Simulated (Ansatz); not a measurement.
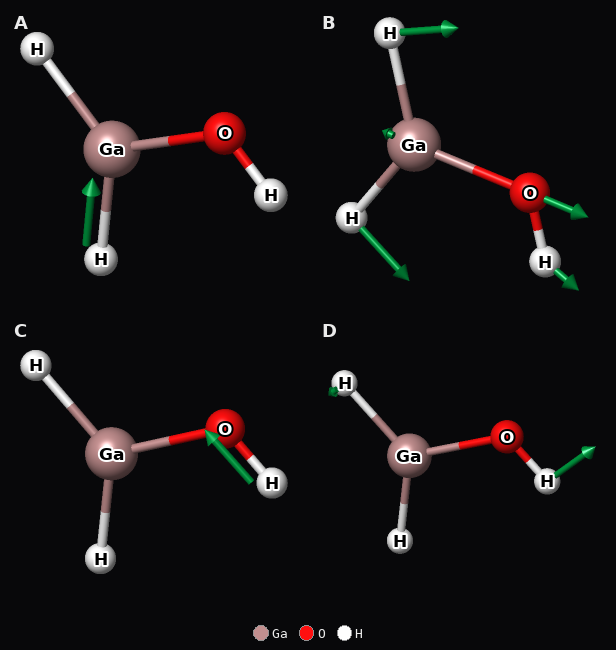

4 normal modes of one molecule or complex, as arrows. Harmonic vibrations computed with RKS PBE0-D4/def2-TZVP (Ansatz 0.2.0) at a stationary point of the same level.

Match the panels to the wavenumbers 686 cm⁻¹, 846 cm⁻¹, 1985 cm⁻¹, 3906 cm⁻¹.

Answer. A: 1985 cm⁻¹, Ga–H stretching
B: 686 cm⁻¹
C: 3906 cm⁻¹, O–H stretching
D: 846 cm⁻¹, Ga–O–H bending
